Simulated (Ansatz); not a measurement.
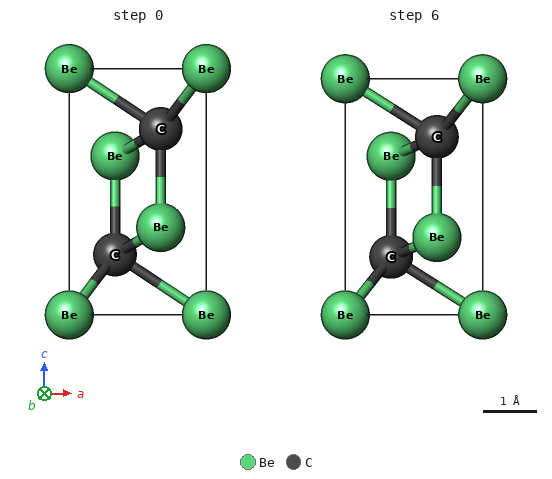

The structure of crystalline Be₃C₂ (built on the A-type sesquioxide_164 type) (coarse preliminary run) before (left) and after (right) a relaxation, at one scale.

The picture is a ball-and-stick view of the cell of the calculation, seen along the b axis.

Case: A-type sesquioxide type (P-3m1, No. 164).

All numbers below come from DFT r2SCAN, scalar-relativistic, plane waves, PAW (Ansatz). Settings: plane-wave cutoff 500 eV; k-point mesh 6 × 6 × 4; occupations gaussian; smearing width 0.1 eV; no spin polarisation; cell and atoms relaxed; force threshold 0.04 eV/Å; at most 70 steps.

Summarise the run.

The largest moves relative to the cell, 0.12 Å, are those of Be atoms. C stays in place. Cell: a = b 3.018 → 3.025 Å (+0.2 %), c 4.696 → 4.502 Å (−4.1 %). Volume −3.7 %. Some distances before and after: Be–C 1.878 → 1.917 Å, Be–C 1.818 → 1.785 Å, Be–C 2.088 → 2.068 Å. Among the angles between lasting bonds that change: C–Be–C 106.5° → 101.9°, C–Be–C 112.3° → 115.8°. The space group stays P-3m1 (No. 164). Over 5 accepted moves (6 points after the start) the energy falls by 0.170 eV per cell of the calculation. The largest force component goes from 0.93 to 0.0012 eV/Å. Pressure: −5.95 GPa at the start and 0.00 GPa at the end. The SCF was repeated once at an unchanged geometry on a basis and grid sized afresh for the cell, which shifted the energy by 0.2 meV per cell of the calculation at most.
